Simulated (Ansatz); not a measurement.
```yaml
atoms:
  - { symbol: Si, position_ang: [0.5661, 0.5974, 0.2318] }
  - { symbol: H, position_ang: [0.7993, 0.5089, 1.7090] }
  - { symbol: H, position_ang: [1.9265, 0.7014, -0.4078] }
  - { symbol: C, position_ang: [-0.4108, 2.1296, -0.2263] }
  - { symbol: H, position_ang: [0.1287, 3.0386, 0.0821] }
  - { symbol: H, position_ang: [-1.3972, 2.1278, 0.2615] }
  - { symbol: H, position_ang: [-0.5639, 2.1902, -1.3157] }
  - { symbol: N, position_ang: [-0.3506, -0.8009, -0.2292] }
  - { symbol: C, position_ang: [-0.0229, -2.1527, 0.1518] }
  - { symbol: H, position_ang: [-0.8707, -0.7387, -1.0982] }
  - { symbol: H, position_ang: [0.7111, -2.6514, -0.5126] }
  - { symbol: H, position_ang: [0.4074, -2.1601, 1.1665] }
  - { symbol: H, position_ang: [-0.9230, -2.7901, 0.1869] }
```

Geometry: PBE0-D4/def2-SVP.

These are results of RKS PBE0-D4/def2-TZVP in Ansatz, not measurements.

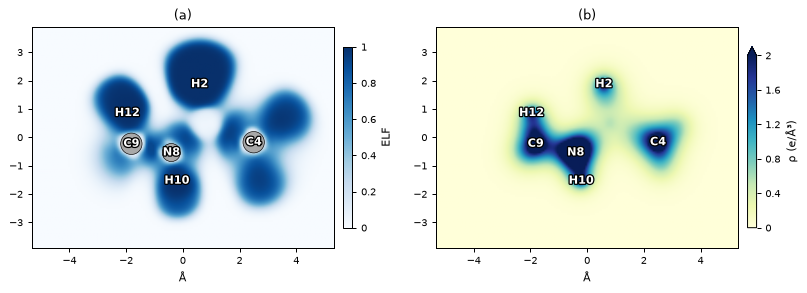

C2H9NSi. (a) electron localisation function; (b) electron density on the plane of atoms C9, N8 and H10. Grey discs cover the atomic cores in the ELF map.

Describe what can be read from this map.

Answer. The section cuts through H, C and N sites. C–N (1.44 Å): ρ at the midpoint is about 1.9 e/Å³; the ELF peaks at about 0.90 between the atoms; a shared electron pair. N–H (1.01 Å): ρ at the midpoint is about 2.8 e/Å³; the ELF climbs to about 1 towards the hydrogen, as it does in any bond to H: an ordinary covalent bond to hydrogen. C–H (1.10 Å): ρ is about 2 e/Å³ halfway; the ELF climbs to about 1 towards the hydrogen; an ordinary covalent bond to hydrogen.
